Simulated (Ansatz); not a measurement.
Input

```
crystal:
  periodic: [false, false, false]
  atoms:
    - { symbol: Si, position_ang: [0.0, 0.0, 0.0] }
    - { symbol: O, position_ang: [1.0382, 0.0, 1.5673] }
    - { symbol: H, position_ang: [0.1287, -0.2814, 1.9044] }
    - { symbol: H, position_ang: [1.629, 0.0, 0.3193] }
    - { symbol: F, position_ang: [-0.7489, 1.2974, -0.5295] }
    - { symbol: H, position_ang: [-0.6877, -1.1914, -0.4862] }
basis:
  gaussian: { orbitals: def2-SVP }
hamiltonian:
  xc: hf
relax:
  f_tol: 0.15
  max_steps: 25
  restrain:
    - { distance: [1, 3], at: 1.01, k: 30.0 }
    - { distance: [0, 1], at: 2.88, k: 30.0 }
    - { distance: [0, 3], at: 2.66, k: 30.0 }
output:
  orbitals: {}
```

Launched as:

```sh
ansatz run input.yaml --threads 1 --pin off --max-ram 2048MiB --backend cpu --events-out ev --progress --plain --runs-dir out
```

The fields are those of the run's last geometry, not of the input's.

Not at a stationary point (largest force 1.5 eV/Å).

Theory: RHF/def2-SVP in Ansatz.

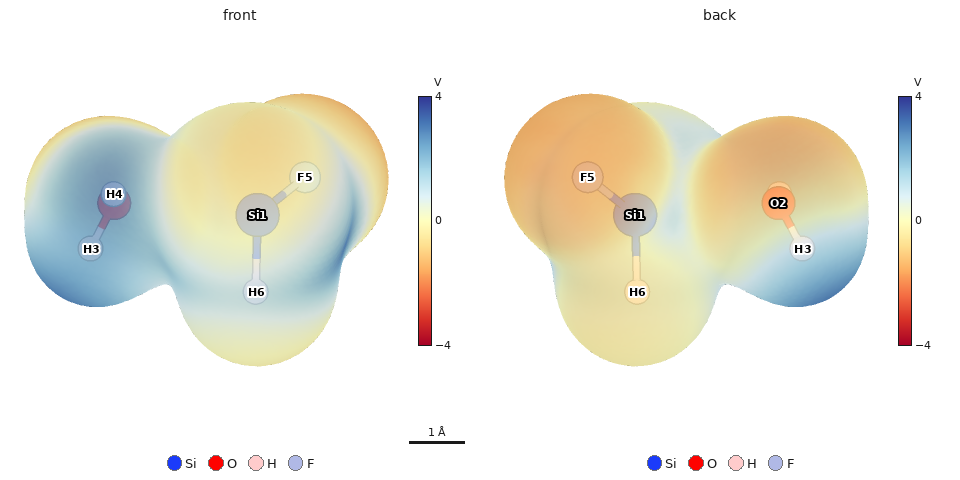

FHSi···H2O. The molecular electrostatic potential painted on the density surface at 0.002 e/bohr³, seen from the front and from behind; red is negative and blue positive.

Q: Which sites attract a positive test charge, and which a negative one?

A: A positive charge is drawn to the negative regions and a negative charge to the positive ones. The most negative region (about −1.6 V) lies over O2 and F5, the most positive (about +2.9 V) over Si1 and H3.
